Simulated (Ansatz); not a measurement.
# B2H6OSi: geometry and vibrations

Aim: relax B2H6OSi from a cheap starting geometry, then compute its harmonic vibrations to see whether it is a minimum and to get the zero-point energy and entropy, and look at its orbitals and charge.

Method: RKS PBE0-D4/def2-TZVP; program: Ansatz 0.2.0, Gaussian basis.

The runs, in order: relaxation at PBE-D4/def2-SVP; relaxation at PBE0-D4/def2-TZVP; harmonic vibrations at the same level; a single point in def2-TZVPP for the fields.

### 1 The starting structure

SMILES `OBB[SiH3]`, 10 atoms, charge 0, spin multiplicity 1.

Atoms are counted from 1 here; the program's logs count them from 0.

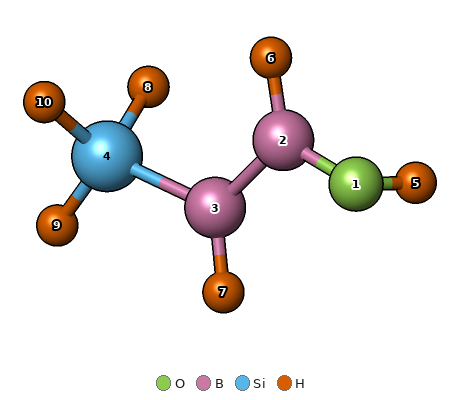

As it starts; oxygen green, boron pink, silicon blue, hydrogen orange; atoms are numbered from 1 in the order of the file.

The start is a force-field geometry with small random shifts, so a cheaper pass at PBE-D4/def2-SVP comes first.

### 2 Geometry optimisation, PBE-D4/def2-SVP (cheap first pass)

in.yaml

```yaml
crystal:
  periodic: [false, false, false]
  atoms:
    - {symbol: O, position_ang: [-1.034000, 2.088700, -1.250100]}
    - {symbol: B, position_ang: [-0.811900, 1.114000, -0.251300]}
    - {symbol: B, position_ang: [0.400900, 0.042700, -0.483300]}
    - {symbol: Si, position_ang: [0.877800, -1.292600, 0.875000]}
    - {symbol: H, position_ang: [-1.738700, 1.704600, -1.888000]}
    - {symbol: H, position_ang: [-1.464100, 1.086600, 0.730000]}
    - {symbol: H, position_ang: [1.120100, 0.093300, -1.443900]}
    - {symbol: H, position_ang: [-0.342900, -2.138300, 1.048900]}
    - {symbol: H, position_ang: [1.947100, -2.110100, 0.490600]}
    - {symbol: H, position_ang: [1.128800, -0.640300, 2.174900]}
basis:
  gaussian: {orbitals: def2-SVP}
hamiltonian: {xc: pbe, dispersion: d4}
relax: {f_tol: 0.03, max_steps: 200}
```

Started as:

```bash
$ ansatz run in.yaml --threads 2 --pin off --events-out ev --progress --plain --max-ram 4352MiB
```

Standard output, shortened:

```text
Functional definition: PBE
  name "PBE"
  cite "Perdew, Burke & Ernzerhof, Phys. Rev. Lett. 77, 3865 (1996) doi:10.1103/PhysRevLett.77.3865"
  parent pbe
[...]
995 factors; their error is unknown
[...]
mean field -11358.95970824 eV, -417.4340698982 hartree, gradient 1.7e-5 eV, S^2 0.000000; 1 other end points of the search recorded, 0 dependent functions left out
[...]
reference -11358.95974576 eV, -417.4340712771 hartree; 19, 19 occupied and 71, 71 virtual orbitals, 995 factors
relax step   1: F+E_penalty+E_count = -11359.12302892 eV  Δ(F+E_penalty+E_count) = +0.000e0 eV  max|allowed force component| = 1.759e0 eV/Å  Δτ_max = 0.0000 Å  (44 SCF iters, accepted)
[...]
relax step   5: F+E_penalty+E_count = -11360.34859835 eV  Δ(F+E_penalty+E_count) = -2.500e-1 eV  max|allowed force component| = 1.495e0 eV/Å  Δτ_max = 0.2000 Å  (32 SCF iters, accepted)
[...]
relax step   9: F+E_penalty+E_count = -11360.61832354 eV  Δ(F+E_penalty+E_count) = -4.919e-2 eV  max|allowed force component| = 8.131e-1 eV/Å  Δτ_max = 0.1946 Å  (29 SCF iters, accepted)
[...]
relax step  13: F+E_penalty+E_count = -11360.74947592 eV  Δ(F+E_penalty+E_count) = -8.140e-3 eV  max|allowed force component| = 7.915e-2 eV/Å  Δτ_max = 0.0515 Å  (26 SCF iters, accepted)
[...]
relax step  15: F+E_penalty+E_count = -11360.75120000 eV  Δ(F+E_penalty+E_count) = +1.202e-3 eV  max|allowed force component| = 1.535e-1 eV/Å  Δτ_max = 0.0356 Å  (27 SCF iters, rejected (line search))
[...]
relax step  16: F+E_penalty+E_count = -11360.75361235 eV  Δ(F+E_penalty+E_count) = -1.210e-3 eV  max|allowed force component| = 1.134e-2 eV/Å  Δτ_max = 0.0174 Å  (27 SCF iters, accepted)
995 factors; their error is unknown
mean field -11360.59428451 eV, -417.4941394684 hartree, gradient 1.9e-5 eV, S^2 0.000000; 1 other end points of the search recorded, 0 dependent functions left out
[...]
reference -11360.59432284 eV, -417.4941408770 hartree; 19, 19 occupied and 71, 71 virtual orbitals, 995 factors
Total energy: -11360.75365068 eV, -417.4999960670 hartree
Atom 0 at    -1.609483     1.060679    -1.562729 Å, force    -0.009527     0.005945     0.002473 eV/Å
Atom 1 at    -0.715208     1.168137    -0.537934 Å, force     0.011341    -0.009683    -0.006174 eV/Å
Atom 2 at     0.671869     0.261494    -0.333230 Å, force    -0.000557     0.000374    -0.004807 eV/Å
Atom 3 at     0.767970    -1.408114     0.802464 Å, force    -0.006910     0.010523     0.007797 eV/Å
Atom 4 at    -2.352343     1.684727    -1.473738 Å, force     0.001646    -0.004781    -0.001037 eV/Å
Atom 5 at    -0.918762     1.993388     0.362116 Å, force    -0.000052    -0.005007     0.003712 eV/Å
Atom 6 at     1.755188     0.678107    -0.714193 Å, force     0.003571     0.004789     0.005891 eV/Å
Atom 7 at    -0.536126    -2.140018     0.990779 Å, force    -0.000687     0.004681     0.001456 eV/Å
Atom 8 at     1.791284    -2.393923     0.296349 Å, force     0.000992    -0.004069    -0.003376 eV/Å
Atom 9 at     1.228712    -0.955877     2.172915 Å, force     0.000183    -0.002772    -0.005935 eV/Å
Dipole moment:    -0.271381     0.277264    -0.072606 e Å
```

Wall time 25 s (2 threads of Arm Neoverse V1, shared host).

Along the way: (the energy doesn't fall at every step)

```csv
step,energy from step 1 (eV),largest force component (eV/Å)
1,0.0000,1.7591
2,-0.4416,1.3949
3,-0.6903,1.4875
4,-0.9756,1.4324
5,-1.2256,1.4949
6,-1.3195,0.6049
7,-1.3925,0.2681
8,-1.4461,0.4629
9,-1.4953,0.8131
10,-1.5621,0.3984
11,-1.6015,0.4101
12,-1.6183,0.1412
13,-1.6264,0.0791
14,-1.6294,0.0654
15,-1.6282,0.1535
16,-1.6306,0.0113
```

Distances of close pairs at the start and the end, largest changes first:

```csv
bond,before (Å),after (Å),change (Å)
Si4–H9,1.400,1.508,+0.109
B2–H6,1.179,1.238,+0.059
B3–Si4,1.964,2.022,+0.058
O1–H5,1.025,0.974,-0.051
O1–B2,1.413,1.364,-0.049
Si4–H10,1.476,1.515,+0.039
B2–B3,1.635,1.670,+0.035
B3–H7,1.201,1.222,+0.021
```

### 3 Optimising with PBE0-D4/def2-TZVP

in.yaml

```yaml
crystal:
  periodic: [false, false, false]
  atoms:
    - {symbol: O, position_ang: [-1.609483, 1.060679, -1.562729]}
    - {symbol: B, position_ang: [-0.715208, 1.168137, -0.537934]}
    - {symbol: B, position_ang: [0.671869, 0.261494, -0.333230]}
    - {symbol: Si, position_ang: [0.767970, -1.408114, 0.802464]}
    - {symbol: H, position_ang: [-2.352343, 1.684727, -1.473738]}
    - {symbol: H, position_ang: [-0.918762, 1.993388, 0.362116]}
    - {symbol: H, position_ang: [1.755188, 0.678107, -0.714193]}
    - {symbol: H, position_ang: [-0.536126, -2.140018, 0.990779]}
    - {symbol: H, position_ang: [1.791284, -2.393923, 0.296349]}
    - {symbol: H, position_ang: [1.228712, -0.955877, 2.172915]}
basis:
  gaussian: {orbitals: def2-TZVP}
hamiltonian: {xc: pbe0, dispersion: d4}
relax: {f_tol: 0.005, max_steps: 150}
```

Same command.

Standard output, shortened:

```text
Functional definition: PBE0
  name "PBE0"
  cite "Adamo & Barone, J. Chem. Phys. 110, 6158 (1999) doi:10.1063/1.478522"
  cite "Perdew, Burke & Ernzerhof, Phys. Rev. Lett. 77, 3865 (1996) doi:10.1103/PhysRevLett.77.3865"
  parent pbe
[...]
1021 factors; their error is unknown
[...]
mean field -11368.60845111 eV, -417.7886546586 hartree, gradient 3.6e-5 eV, S^2 0.000000; 0 other end points of the search recorded, 0 dependent functions left out
[...]
reference -11368.60848745 eV, -417.7886559944 hartree; 19, 19 occupied and 147, 147 virtual orbitals, 1021 factors
relax step   1: F+E_penalty+E_count = -11368.74363645 eV  Δ(F+E_penalty+E_count) = +0.000e0 eV  max|allowed force component| = 5.092e-1 eV/Å  Δτ_max = 0.0000 Å  (26 SCF iters, accepted)
[...]
Atom 0 at    -1.411429     0.934889    -1.680607 Å, force     0.000962    -0.000165    -0.000214 eV/Å
Atom 1 at    -0.730418     1.158323    -0.528464 Å, force    -0.002061     0.001161     0.000857 eV/Å
Atom 2 at     0.691883     0.408537    -0.113064 Å, force     0.003452     0.000118     0.000261 eV/Å
Atom 3 at     0.764805    -1.346075     0.869510 Å, force     0.002755    -0.004111    -0.000120 eV/Å
Atom 4 at    -2.225626     1.439682    -1.746934 Å, force     0.000410    -0.000102     0.000818 eV/Å
Atom 5 at    -1.189331     1.934122     0.286136 Å, force    -0.000068    -0.001060    -0.000867 eV/Å
Atom 6 at     1.753371     0.924384    -0.331453 Å, force    -0.002213    -0.000934     0.000006 eV/Å
Atom 7 at    -0.536248    -1.800525     1.432653 Å, force     0.001788     0.001581    -0.000651 eV/Å
Atom 8 at     1.192906    -2.350170    -0.151660 Å, force    -0.001400     0.003353     0.003545 eV/Å
Atom 9 at     1.773188    -1.354568     1.966682 Å, force    -0.003626     0.000160    -0.003635 eV/Å
Dipole moment:    -0.247391     0.259548    -0.039536 e Å
```

Run time: 1.9 min. Hardware: 2 threads of Arm Neoverse V1, shared host.

Step by step: (the energy doesn't fall at every step)

```csv
step,energy from step 1 (eV),largest force component (eV/Å)
1,0.0000,0.5092
2,-0.0273,0.1608
3,-0.0291,0.1249
4,-0.0305,0.0475
5,-0.0308,0.0181
6,-0.0312,0.0140
7,-0.0315,0.0224
8,-0.0311,0.0880
9,-0.0316,0.0050
10,-0.0315,0.0458
11,-0.0317,0.0081
12,-0.0321,0.0220
13,-0.0324,0.0444
14,-0.0327,0.0397
15,-0.0330,0.0802
16,-0.0333,0.0861
17,-0.0339,0.0417
18,-0.0342,0.0288
19,-0.0343,0.0803
20,-0.0348,0.0324
21,-0.0350,0.0397
22,-0.0355,0.0276
23,-0.0322,0.1733
24,-0.0139,1.1355
25,-0.0356,0.0095
26,-0.0359,0.0209
27,-0.0359,0.0498
28,-0.0361,0.0244
29,-0.0361,0.0249
30,-0.0362,0.0106
31,-0.0363,0.0108
32,-0.0363,0.0067
33,-0.0363,0.0041
```

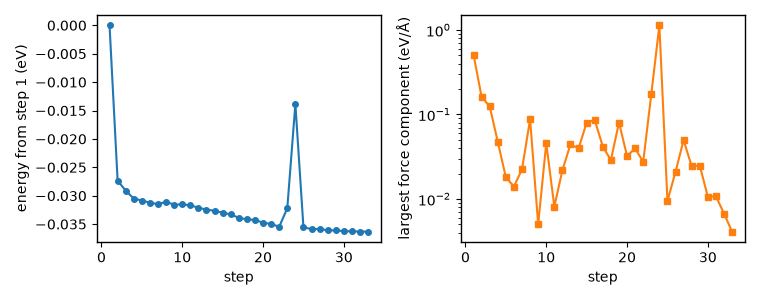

Energy and force, step by step.

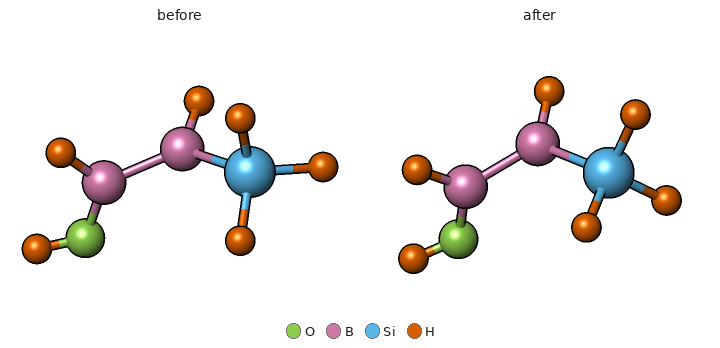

The geometry before (left) and after (right).

Close pairs (by a distance rule), those that changed most:

```csv
bond,before (Å),after (Å),change (Å)
Si4–H10,1.515,1.490,-0.025
B2–H6,1.238,1.215,-0.023
B3–H7,1.222,1.200,-0.021
Si4–H8,1.507,1.489,-0.018
O1–H5,0.974,0.960,-0.014
Si4–H9,1.508,1.495,-0.014
B3–Si4,2.022,2.012,-0.009
B2–B3,1.670,1.661,-0.009
```

Mulliken charges of the relaxed molecule (report file):

```csv
atom,value (e)
O1,-0.38
B2,0.06
B3,0.00
Si4,0.01
H5,0.33
H6,-0.02
H7,0.05
H8,-0.02
H9,-0.02
H10,-0.02
```

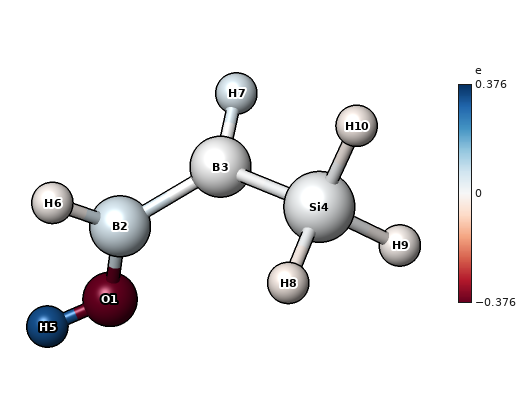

Mulliken charges of the relaxed molecule (report file), as colours on the atoms.

### 4 Force constants and modes

in.yaml

```yaml
crystal:
  periodic: [false, false, false]
  atoms:
    - {symbol: O, position_ang: [-1.411429, 0.934889, -1.680607]}
    - {symbol: B, position_ang: [-0.730418, 1.158323, -0.528464]}
    - {symbol: B, position_ang: [0.691883, 0.408537, -0.113064]}
    - {symbol: Si, position_ang: [0.764805, -1.346075, 0.869510]}
    - {symbol: H, position_ang: [-2.225626, 1.439682, -1.746934]}
    - {symbol: H, position_ang: [-1.189331, 1.934122, 0.286136]}
    - {symbol: H, position_ang: [1.753371, 0.924384, -0.331453]}
    - {symbol: H, position_ang: [-0.536248, -1.800525, 1.432653]}
    - {symbol: H, position_ang: [1.192906, -2.350170, -0.151660]}
    - {symbol: H, position_ang: [1.773188, -1.354568, 1.966682]}
basis:
  gaussian: {orbitals: def2-TZVP}
hamiltonian: {xc: pbe0, dispersion: d4}
phonons: {temperatures: {t_min: 298.15, t_max: 900, t_step: 200}}
```

The command is unchanged.

Standard output, shortened:

```text
Functional definition: PBE0
  name "PBE0"
  cite "Adamo & Barone, J. Chem. Phys. 110, 6158 (1999) doi:10.1063/1.478522"
  cite "Perdew, Burke & Ernzerhof, Phys. Rev. Lett. 77, 3865 (1996) doi:10.1103/PhysRevLett.77.3865"
  parent pbe
[...]
1021 factors; their error is unknown
[...]
mean field -11368.64355107 eV, -417.7899445584 hartree, gradient 3.1e-5 eV, S^2 0.000000; 0 other end points of the search recorded, 0 dependent functions left out
[...]
reference -11368.64358761 eV, -417.7899459013 hartree; 19, 19 occupied and 147, 147 virtual orbitals, 1021 factors
[...]
1021 factors; their error is unknown
[...]
mean field -11368.64337631 eV, -417.7899381360 hartree, gradient 1.2e-6 eV, S^2 0.000000; 0 other end points of the search recorded, 0 dependent functions left out
[...]
Atom 2 at     0.691883     0.408537    -0.113064 Å, force     0.003490     0.000099     0.000306 eV/Å
Atom 3 at     0.764805    -1.346075     0.869510 Å, force     0.002763    -0.004207    -0.000136 eV/Å
Atom 4 at    -2.225626     1.439682    -1.746934 Å, force     0.000404    -0.000082     0.000816 eV/Å
Atom 5 at    -1.189331     1.934122     0.286136 Å, force    -0.000050    -0.001075    -0.000869 eV/Å
Atom 6 at     1.753371     0.924384    -0.331453 Å, force    -0.002238    -0.000910     0.000002 eV/Å
Atom 7 at    -0.536248    -1.800525     1.432653 Å, force     0.001803     0.001635    -0.000642 eV/Å
Atom 8 at     1.192906    -2.350170    -0.151660 Å, force    -0.001402     0.003368     0.003534 eV/Å
Atom 9 at     1.773188    -1.354568     1.966682 Å, force    -0.003631     0.000143    -0.003636 eV/Å
Dipole moment:    -0.247390     0.259551    -0.039537 e Å
Vibrations: 60.31 99.59 173.41 246.47 428.16 498.34 520.11 681.11 733.50 775.29 879.00 895.89 921.88 950.09 974.60 992.19 1178.00 1395.09 2185.30 2206.99 2215.60 2476.53 2599.40 3873.77 cm⁻¹, zero-point energy 1.733337 eV
```

Run time: 2.2 min. Hardware: 2 threads of Arm Neoverse V1, shared host.

Motions are named by where the mode's potential energy lies. The modes, unscaled (a negative number is an imaginary wavenumber):

```csv
mode,cm⁻¹,motion
1,60,torsion
2,100,torsion with bend
3,173,bend with torsion
4,246,bend
5,428,bend with torsion
6,498,bend with torsion
7,520,Si–B stretch with torsion
8,681,torsion with bend
9,733,torsion with bend
10,775,bend with torsion
11,879,bend
12,896,"mixed, led by torsion"
13,922,bend with torsion
14,950,bend with torsion
15,975,bend
16,992,bend
17,1178,bend with B–O stretch
18,1395,B–O stretch with bend
19,2185,Si–H stretch
20,2207,Si–H stretch
21,2216,Si–H stretch
22,2477,B–H stretch
23,2599,B–H stretch
24,3874,O–H stretch
```

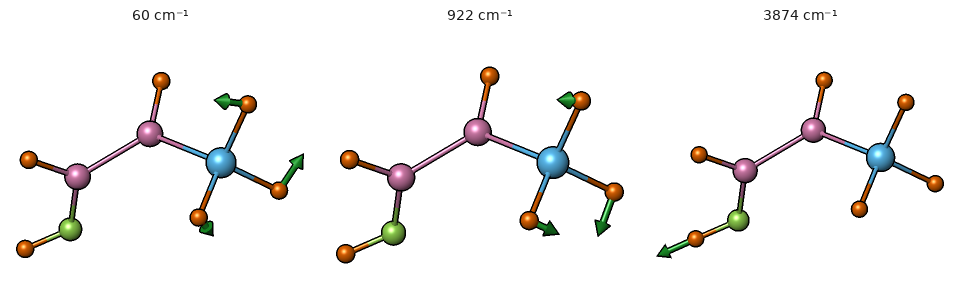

Displacements of 3 modes, as arrows.

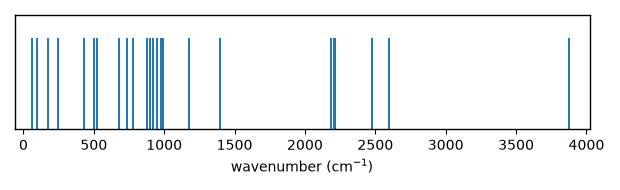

The harmonic wavenumbers as sticks (no intensities were computed).

From these modes and the moments of inertia (298.15 K, 1 bar, symmetry number 1):

```csv
term,value
zero-point energy,40.0 kcal/mol
H(298) − E,44.8 kcal/mol
"entropy, translation",162.2 J/(mol K)
"entropy, rotation",108.1 J/(mol K)
"entropy, vibration",66.2 J/(mol K)
"entropy, total",336.4 J/(mol K)
```

### 5 A single point for the fields

Changes to in.yaml since step 4:

```diff
@@ -14,4 +14,4 @@
 basis:
-  gaussian: {orbitals: def2-TZVP}
+  gaussian: {orbitals: def2-TZVPP}
 hamiltonian: {xc: pbe0, dispersion: d4}
-phonons: {temperatures: {t_min: 298.15, t_max: 900, t_step: 200}}
+output: {orbitals: {seedname: orbitals}}
```

Same command.

Standard output:

```text
Functional definition: PBE0
  name "PBE0"
  cite "Adamo & Barone, J. Chem. Phys. 110, 6158 (1999) doi:10.1063/1.478522"
  cite "Perdew, Burke & Ernzerhof, Phys. Rev. Lett. 77, 3865 (1996) doi:10.1103/PhysRevLett.77.3865"
  parent pbe
  parameter a = 0.25
  parameter kappa = 0.804
  parameter beta = 0.06672455060314922
  exchange = (1 - a)*pbe_x(kappa = kappa, mu = beta*pi^2/3) + a*exact_x
  correlation = pbe_c(beta = beta)
1134 factors; their error is unknown
mean field evaluation 1: about -11364.3982 eV, gradient 4.8e1 eV
mean field evaluation 2: about -11359.7339 eV, gradient 7.1e1 eV
mean field evaluation 4: about -11368.6715 eV, gradient 2.4e0 eV
mean field evaluation 8: about -11368.7046 eV, gradient 3.5e-2 eV
mean field -11368.70455627 eV, -417.7921864581 hartree, gradient 6.2e-5 eV, S^2 0.000000; 0 other end points of the search recorded, 0 dependent functions left out
reference -11368.70459258 eV, -417.7921877927 hartree; 19, 19 occupied and 200, 200 virtual orbitals, 1134 factors
Total energy: -11368.84099005 eV, -417.7972003070 hartree
```

Run time: 3.1 s. Hardware: 2 threads of Arm Neoverse V1, shared host.

The fields below are evaluated on a grid from the run's orbitals.

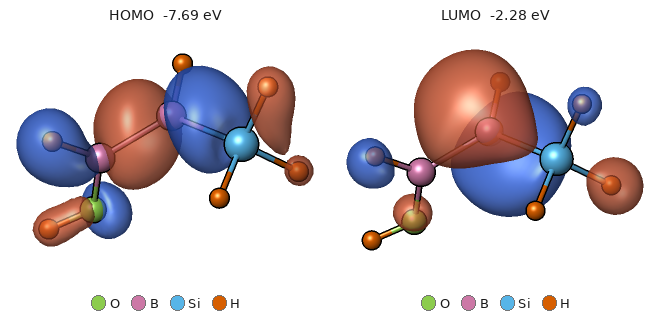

Frontier orbitals at PBE0-D4/def2-TZVPP; each surface holds 70 % of the orbital's density, blue and red mark the sign.

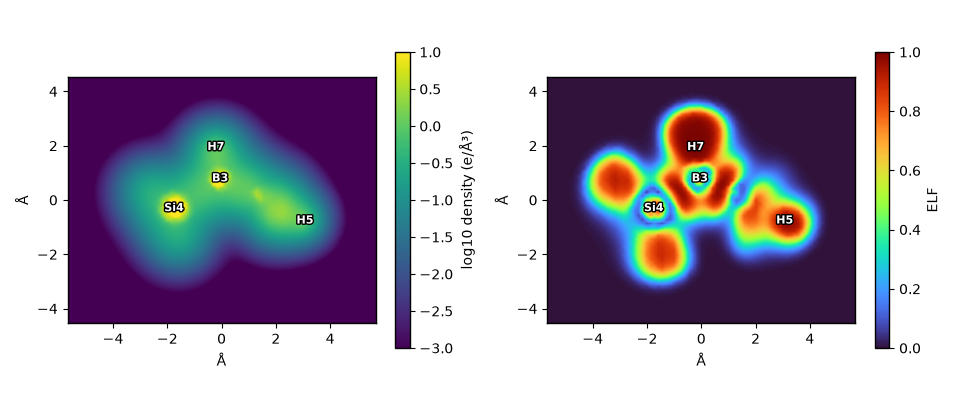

Density (left) and ELF (right) in a plane through or near 4 of the atoms.

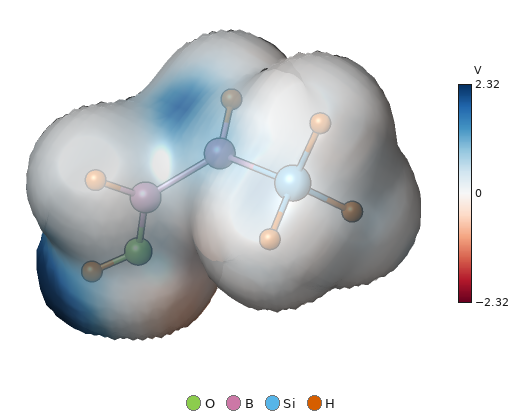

Electrostatic potential on the surface of density 0.002 e/bohr³; red is low, blue high. It runs, from the 1st to the 99th percentile, from -0.99 V near O1 to 2.32 V near H5.

### 6 Summary of results

| quantity | value |
| --- | --- |
| point group | C1 |
| steps | 16 + 33 |
| shift from the start (rms) | 0.895 Å |
| total energy | -11368.7800 eV |
| dispersion term | -136 meV |
| dipole moment | 1.73 D |
| lowest, highest wavenumber | 60, 3874 cm⁻¹ |
| zero-point energy | 40.0 kcal/mol |
| entropy at 298.15 K | 336.4 J/(mol K) |
| HOMO, LUMO | -7.69, -2.28 eV |

What this shows: The atoms moved 0.89 Å (rms) from the start; the bond that changed most is Si4–H9, from 1.400 to 1.495 Å. All wavenumbers are real, so the end point is a minimum. The stiffest mode, 3874 cm⁻¹, is an O–H stretch, and 3 modes under 200 cm⁻¹ make the vibrational entropy uncertain. Harmonic hybrid wavenumbers usually lie a few per cent above measured fundamentals. The largest Mulliken charge, -0.38 e, sits on O1. The HOMO lies mostly on B3 32 %; B2 19 % and the LUMO on B3 57 %; H7 12 %.
